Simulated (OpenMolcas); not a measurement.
**One shape, several levels: triplet InCl**

Aim: a comparison of 6 runs (UHF/def2-TZVPPD, U-r2SCAN/def2-TZVPPD, UB3LYP/def2-TZVPPD, UBLYP/def2-TZVPPD, UPBE0/def2-TZVPPD, ROMP2/def2-TZVPPD) of triplet InCl. 

The results are computed with OpenMolcas 26.06.

**1. The structure to begin with**

InCl: 2 atoms, total charge 0, spin state triplet. SMILES of the parent species: `[Cl][In]`. The coordinates come from a PBE0-D4/def2-TZVP relaxation. That shape belongs to the parent species and isn't relaxed for this state.

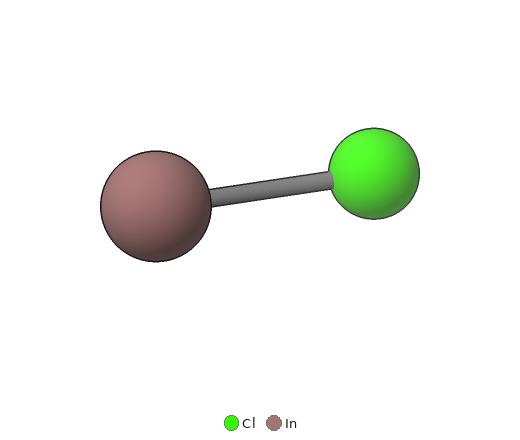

Viewed from a chosen angle; chlorine green, indium brown.

**2. A single-point energy at UHF/def2-TZVPPD (core potential) (run 1)**

mol.inp

```
>>> EXPORT MOLCAS_PRINT=2

&GATEWAY
  BasLib=$CurrDir
  Coord
  2
  angstrom
  Cl       0.000000       0.000000      -0.013930
  In       0.000000       0.000000       2.399590
  Basis=def2-TZVPPD
  Group=NoSym

&SEWARD

&SCF
  UHF
  Spin=3
  Thresholds=1e-10 1e-07 1e-07 1e-05
  PrOrbitals=1
```

The basis set def2-TZVPPD is read from a file made from the Basis Set Exchange's data (not shown).

Launch:

```bash
export MOLCAS_MEM=1860
pymolcas mol.inp > mol.log
```

The program printed:

```text
--- Start Module: gateway ---
[...]
--- Stop Module: gateway /rc=_RC_ALL_IS_WELL_ ---
--- Start Module: seward ---
[...]
      Basis functions          107
--- Stop Module: seward /rc=_RC_ALL_IS_WELL_ ---
[...]
--- Start Module: scf ---
[...]
       Convergence after  25 Iterations
[...]
::    Total SCF energy                               -648.7176258377
[...]
      Total spin, S                                     1.0033213361
[...]
      Dipole Moment (debye):
      Origin of the operator (angstrom)=    0.0000    0.0000    1.8365
                   X= -7.1560E-15               Y=  1.1467E-15               Z=  3.2020E+00           Total=  3.2020E+00
      Quadrupole Moment (debye*angstrom):
[...]
--- Stop Module: scf /rc=_RC_ALL_IS_WELL_ ---
[...]
```

Run time: 11 s. Hardware: 1 thread of Arm Neoverse V2, shared host; peak memory 0.62 GiB.

**3. The energy at U-r2SCAN/def2-TZVPPD (core potential) (run 2)**

job.inp

```
>>> EXPORT MOLCAS_PRINT=2

&GATEWAY
 BasLib=$CurrDir
 Coord
 2
 angstrom
 Cl       0.000000       0.000000      -0.013930
 In       0.000000       0.000000       2.399590
 Basis=def2-TZVPPD
 Group=NoSym

&SEWARD
 GridInput
 Grid=UltraFine
 End of Grid

&SCF
 UHF
 Spin=3
 KSDFT=2
 1.0 MGGA_X_R2SCAN
 1.0 MGGA_C_R2SCAN
 Thresholds=1e-10 1e-07 1e-07 1e-05
 PrOrbitals=1 2
```

The basis set def2-TZVPPD is read from a file made from the Basis Set Exchange's data (not shown).

Launch:

```bash
export MOLCAS_MEM=1860
pymolcas job.inp > job.log
```

The program printed:

```text
--- Start Module: gateway ---
[...]
--- Stop Module: gateway /rc=_RC_ALL_IS_WELL_ ---
--- Start Module: seward ---
[...]
      Basis functions          107
--- Stop Module: seward /rc=_RC_ALL_IS_WELL_ ---
[...]
--- Start Module: scf ---
[...]
       Convergence after  29 Iterations
[...]
::    Total KS-DFT energy                            -650.3462653296
[...]
      Total spin, S                                     1.0018109695
[...]
      Total electronic charge=   38.000000
      Total            charge=   -0.000000
[...]
      Dipole Moment (debye):
      Origin of the operator (angstrom)=    0.0000    0.0000    1.8365
                   X=  3.2935E-15               Y=  2.9871E-15               Z=  2.3075E+00           Total=  2.3075E+00
      Quadrupole Moment (debye*angstrom):
[...]
--- Stop Module: scf /rc=_RC_ALL_IS_WELL_ ---
[...]
```

Run time: 50 s. Hardware: 1 thread of Arm Neoverse V2, shared host; peak memory 0.62 GiB.

**4. A single-point energy at UB3LYP/def2-TZVPPD (core potential) (run 3)**

coord.xyz

```xyz
2

Cl     0.000000     0.000000    -0.013930
In     0.000000     0.000000     2.399590
```

test.inp

```
&GATEWAY
BasLib=$CurrDir
Coord=coord.xyz
Basis=def2-TZVPPD
Group=NoSym
&SEWARD
GridInput
Grid=UltraFine
End of Grid
&SCF
UHF
Spin=3
KSDFT=B3LYP
Thresholds=1e-10 1e-07 1e-07 1e-05
PrOrbitals=1 2
```

The basis set def2-TZVPPD is read from a file made from the Basis Set Exchange's data (not shown).

Launch:

```bash
export MOLCAS_MEM=1860
pymolcas test.inp > test.log
```

The program printed:

```text
--- Start Module: gateway ---
[...]
--- Stop Module: gateway /rc=_RC_ALL_IS_WELL_ ---
--- Start Module: seward ---
[...]
      Basis functions          107
--- Stop Module: seward /rc=_RC_ALL_IS_WELL_ ---
[...]
--- Start Module: scf ---
[...]
       Convergence after  27 Iterations
[...]
::    Total KS-DFT energy                            -650.3866178094
[...]
      Total spin, S                                     1.0013374848
[...]
      Total electronic charge=   38.000000
      Total            charge=   -0.000000
[...]
      Dipole Moment (debye):
      Origin of the operator (angstrom)=    0.0000    0.0000    1.8365
                   X=  4.7672E-15               Y=  4.2589E-16               Z=  2.1141E+00           Total=  2.1141E+00
      Quadrupole Moment (debye*angstrom):
[...]
--- Stop Module: scf /rc=_RC_ALL_IS_WELL_ ---
[...]
```

Wall time 33 s (1 thread of Arm Neoverse V2, shared host); peak memory 0.62 GiB.

Runs 4 to 5 aren't shown in full; the table further down has their settings and results.

**5. A single-point energy at ROMP2/def2-TZVPPD (core potential) (run 6)**

test.inp

```
&GATEWAY
BASLIB
$CurrDir
COORD
2
angstrom
Cl       0.000000       0.000000      -0.013930
In       0.000000       0.000000       2.399590
BASIS
def2-TZVPPD
GROUP
NoSym
&SEWARD
&SCF
UHF
SPIN
3
THRESHOLDS
1e-10 1e-07 1e-07 1e-05
PRORBITALS
1 1
&RASSCF
FILEORB
$Project.UnaOrb
SPIN
3
NACTEL
2 0 0
INACTIVE
18
RAS2
2
OUTORBITALS
Canonical
ORBLISTING
Few
&CASPT2
IPEA
0.0
FROZEN
9
```

The basis set def2-TZVPPD is read from a file made from the Basis Set Exchange's data (not shown).

Launch:

```bash
export MOLCAS_MEM=1860
pymolcas test.inp > test.log
```

The program printed:

```text
--- Start Module: gateway ---
[...]
--- Stop Module: gateway /rc=_RC_ALL_IS_WELL_ ---
[...]
      Basis functions          107
[...]
       Convergence after  25 Iterations
[...]
::    Total SCF energy                               -648.7176258377
[...]
      Total spin, S                                     1.0033213361
[...]
--- Start Module: rasscf ---
[...]
      Number of active orbitals                  2
[...]
      Spin quantum number                      1.0
[...]
      Active orbitals                            2
[...]
      Number of CSFs                             1
[...]
      Number of root(s) required                 1
[...]
      Convergence after 11 iterations
[...]
      printout of CI-coefficients larger than  0.05 for root  1
      energy=    -648.714908
      conf/sym  11     Coeff  Weight
             1  uu   1.00000 1.00000
      Natural orbitals and occupation numbers for root  1
      sym 1:   1.000000   1.000000
      ************************************************************************************************************************
      *                                                    Final results                                                     *
[...]
::    RASSCF root number  1 Total energy:   -648.71490824
[...]
      Total electronic charge=   38.000000
      Total            charge=   -0.000000
[...]
      Dipole Moment (debye):
      Origin of the operator (angstrom)=    0.0000    0.0000    1.8365
                   X= -1.4993E-06               Y= -7.3412E-07               Z=  3.3031E+00           Total=  3.3031E+00
      Quadrupole Moment (debye*angstrom):
[...]
--- Stop Module: rasscf /rc=_RC_ALL_IS_WELL_ ---
[...]
--- Start Module: caspt2 ---
[...]
 ###    WARNING: User changed nr of frozen orbitals.                         ###
 ###############################################################################
[...]
      E2 (Variational):          -0.4257706367
      Total energy:            -649.1406788766
[...]
      Reference weight:           0.87650
[...]
::    CASPT2 Root  1     Total energy:   -649.14067888
[...]
--- Stop Module: caspt2 /rc=_RC_ALL_IS_WELL_ ---
[...]
```

It took 17 s on 1 thread of Arm Neoverse V2, shared host; peak memory 0.62 GiB.

**6. The series**

```tsv
run	level	integration grid	frozen core orbitals	energy (Eh)	dipole moment (D)	HOMO energy (eV)	⟨S²⟩	wall time
1	UHF/def2-TZVPPD (core potential)	–	–	-648.717626	3.20	-6.51	2.010	11 s
2	U-r2SCAN/def2-TZVPPD (core potential)	UltraFine	–	-650.346265	2.31	-3.55	2.005	50 s
3	UB3LYP/def2-TZVPPD (core potential)	UltraFine	–	-650.386618	2.11	-3.85	2.004	33 s
4	UBLYP/def2-TZVPPD (core potential)	UltraFine	–	-650.262777	1.78	-2.99	2.002	35 s
5	UPBE0/def2-TZVPPD (core potential)	UltraFine	–	-650.154636	2.33	-4.16	2.005	32 s
6	ROMP2/def2-TZVPPD (core potential)	–	9	-649.140679	–	–	–	17 s
```

**7. Summary of results**

```
           quantity          value
run 6: total energy  -649.14068 Eh
```

In words: Over runs 1, 2, 3, 4, 5 the dipole moment (its size) runs from 1.78 D (UBLYP/def2-TZVPPD) to 3.20 D (UHF/def2-TZVPPD). Totals of different functionals can't be ranked against each other. All runs together took 3 min, the longest 50 s.
